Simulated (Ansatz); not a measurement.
## Electronic structure of H6N2Si···H2O in real space

```csv
atom,x (Å),y (Å),z (Å)
Si,1.1029,-0.3912,0.2043
O,-2.2198,0.1452,-0.4718
H,1.1497,-1.5567,-0.7266
H,2.4511,-0.2422,0.8227
N,0.0016,-0.4485,1.4960
H,-1.3582,0.4851,-0.7768
N,0.5933,0.9044,-0.8381
H,-2.5619,-0.3810,-1.1968
H,0.2679,-0.7517,2.4157
H,-0.9901,-0.5119,1.3123
H,0.9531,0.9074,-1.7818
H,0.6104,1.8412,-0.4593
```

The product side of a reaction path; geometry: PBE0-D4/def2-TZVP.

Theory: RKS PBE0-D4/def2-TZVPP (Ansatz).

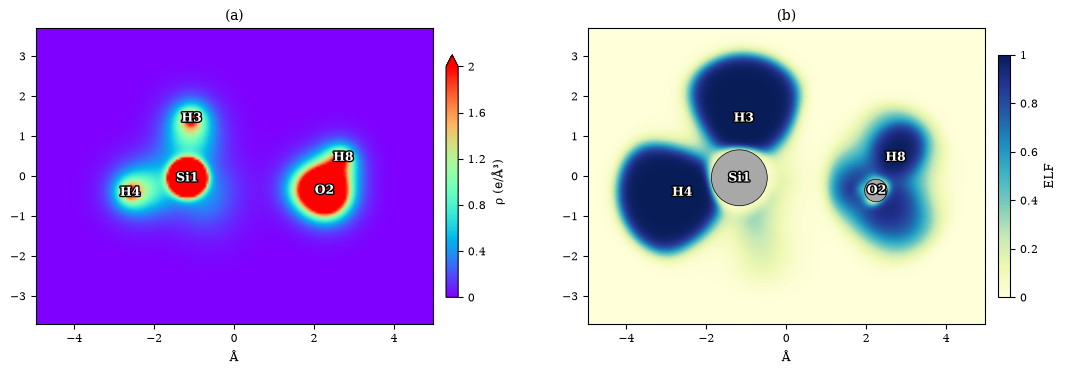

Figure 1. (a) electron density; (b) ELF on the plane of atoms H3, Si1 and H4. Grey discs cover the atomic cores in the ELF map.

> Interpret the plot.

The plane passes through Si, O and H nuclei. O–H (0.96 Å): ρ at the midpoint is about 3.8 e/Å³; the ELF climbs to about 1 towards the hydrogen, as it does in any bond to H; an ordinary covalent bond to hydrogen. Si–H (1.49 Å): ρ is about 0.81 e/Å³ halfway; the ELF climbs to about 1 towards the hydrogen. The ELF also peaks beside O2, away from the bonds: lone-pair regions.

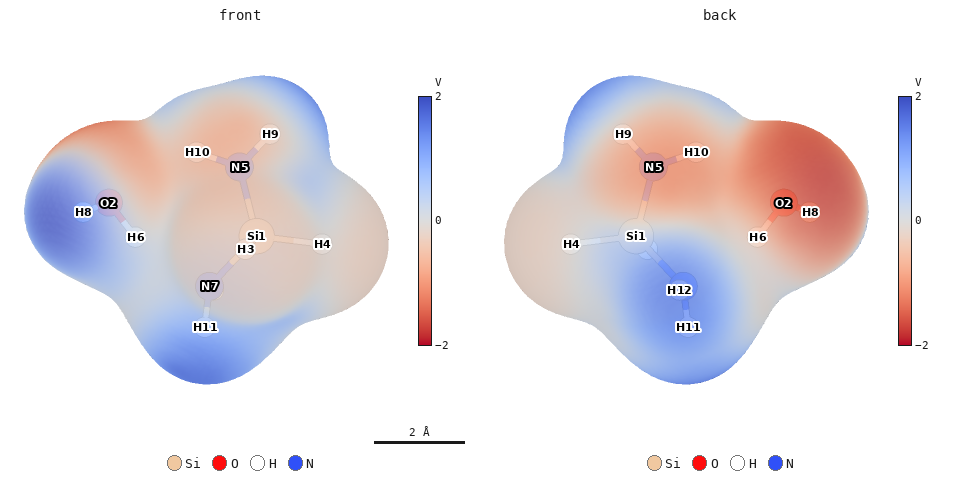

Figure 2. The molecular electrostatic potential painted on the density surface at 0.001 e/bohr³, seen from the front and from behind; red is negative and blue positive.

> Describe the electrostatic potential map.

The most negative region (about −1.6 V, or −37 kcal/mol for a unit charge) lies over O2, the most positive (about +1.6 V, or +37 kcal/mol for a unit charge) over H8 and H11. O2 is the likeliest acceptor of a hydrogen bond.

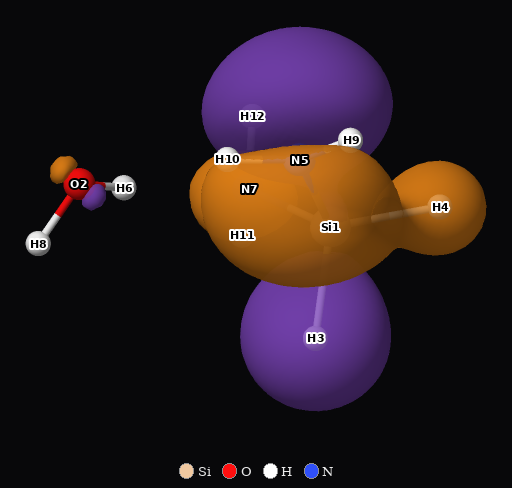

Figure 3. The HOMO at ±0.08 Å⁻³ᐟ² (orange and purple are the two phases), seen from one side.

> What is the character of this orbital?

It lies mainly on N5 (about 60 %), Si1 (about 15 %) and H3 (about 10 %). Its energy is −7.28 eV.
